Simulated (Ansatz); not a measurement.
# Al2Cl2F2H2O2: what the fields show

The calculation's input:

```
crystal:
  periodic: [false, false, false]
  atoms:
    - {symbol: Al, position_ang: [-2.444150, -1.240440, -2.677975]}
    - {symbol: Al, position_ang: [-0.005025, 0.037832, -2.164861]}
    - {symbol: Cl, position_ang: [0.100800, 2.126529, -2.029548]}
    - {symbol: Cl, position_ang: [1.752895, -1.073738, -1.907844]}
    - {symbol: F, position_ang: [-3.838193, -0.369114, -2.883216]}
    - {symbol: F, position_ang: [-2.537429, -2.891035, -2.785129]}
    - {symbol: O, position_ang: [-1.459760, -0.630972, -1.255608]}
    - {symbol: O, position_ang: [-0.997745, -0.575803, -3.588957]}
    - {symbol: H, position_ang: [-1.737901, -0.449143, -0.353855]}
    - {symbol: H, position_ang: [-0.708858, -0.753199, -4.488211]}
basis:
  gaussian:
    orbitals: def2-SVPD
output:
  forces: true
  orbitals: {seedname: orbitals}
hamiltonian:
  xc: pbe0
```

Launched as:

```sh
ansatz run input.yaml --threads 2 --pin off --max-ram 6090MiB --events-out events.jsonl --progress --plain --runs-dir runs
```

Geometry: PBE0-D4/def2-SVP.

Theory: Ansatz, isolated molecule in a Gaussian basis; Kohn-Sham density functional theory, functional PBE0.

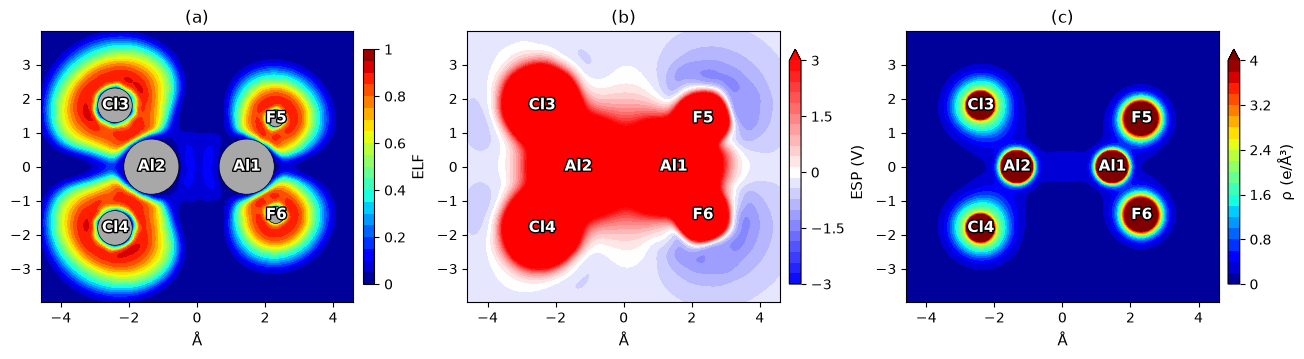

Figure 1. (a) ELF; (b) electrostatic potential; (c) total electron density on the plane of atoms Cl3, Al2 and Cl4. Grey discs cover the atomic cores in the ELF map.

Q: Describe what can be read from this map.

A:
- The plane passes through Al, Cl and F nuclei.
- Al–F (1.66 Å): ρ is about 0.81 e/Å³ halfway; the ELF peaks at about 0.85 in the valence shell of F, 0.6 Å from its nucleus, and is about 0.20 at the midpoint.
- Al–Cl (2.10 Å): ρ at the midpoint is about 0.72 e/Å³; the ELF peaks at about 0.90 in the valence shell of Cl, 0.9 Å from its nucleus, and is about 0.85 at the midpoint.
- The ELF also peaks beside Cl4, F6, F5 and Cl3, away from the bonds: lone-pair regions.
- Outside the dense part of the molecule the potential is most negative (−1.4 V) near F5 and F6.

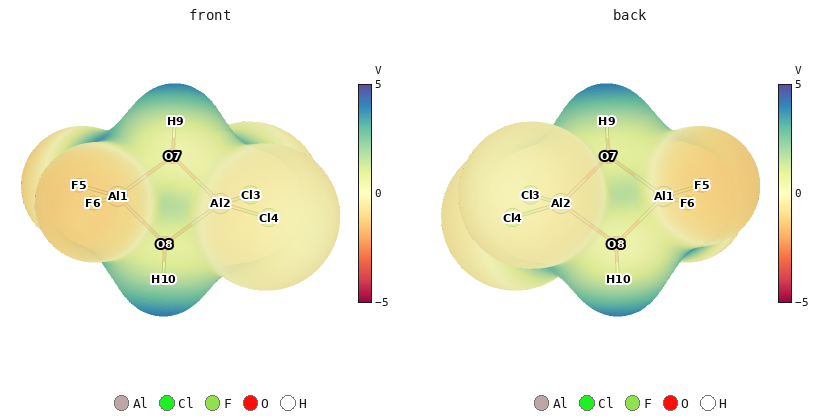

Figure 2. The molecular electrostatic potential painted on the density surface at 0.002 e/bohr³, seen from the front and from behind; red is negative and blue positive.

Q: Describe the electrostatic potential map.

A: The most negative region (about −1.3 V, or −30 kcal/mol for a unit charge) lies over F5 and F6, the most positive (about +4.0 V, or +92 kcal/mol for a unit charge) over H9 and H10.

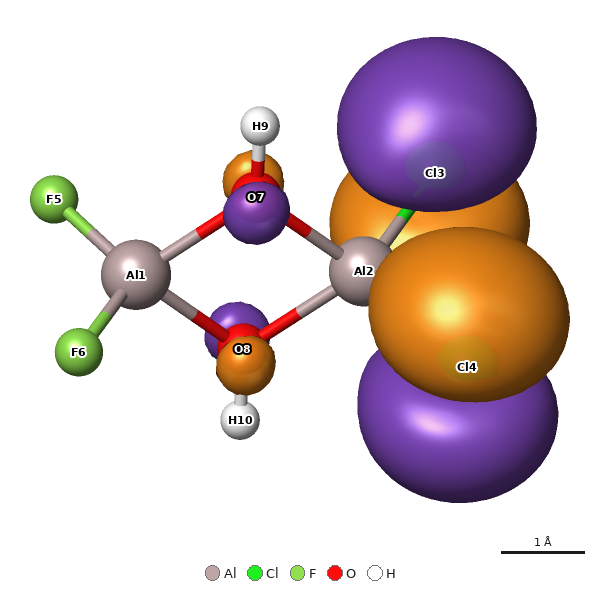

Figure 3. The HOMO−1 at ±0.08 Å⁻³ᐟ² (orange and purple are the two phases), seen at a tilt.

Q: What is the character of this orbital?

A: By Hirshfeld shares it lies mainly on Cl3 (about 45 %) and Cl4 (about 45 %); largely a combination of lone pairs on Cl3 and Cl4. Its energy is −9.47 eV.
